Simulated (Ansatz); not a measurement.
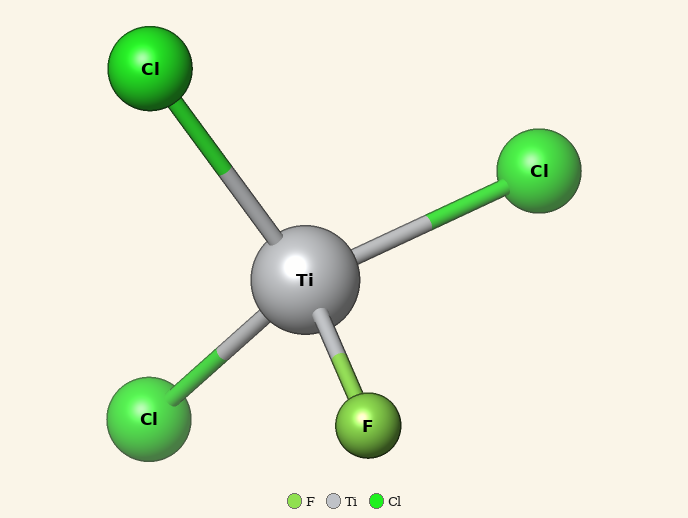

Depth is shown by fading: the farther an atom, the more it takes the colour of the background. The species is neutral and a spin singlet. Computed geometry: PBE0-D4/def2-TZVP optimisation.

**List the symmetry elements and name the point group.**

It has 1 C3 axis and 3 mirror planes, so the point group is C3v. The group has 6 operations. The geometry is achiral, and symmetry allows a dipole moment.
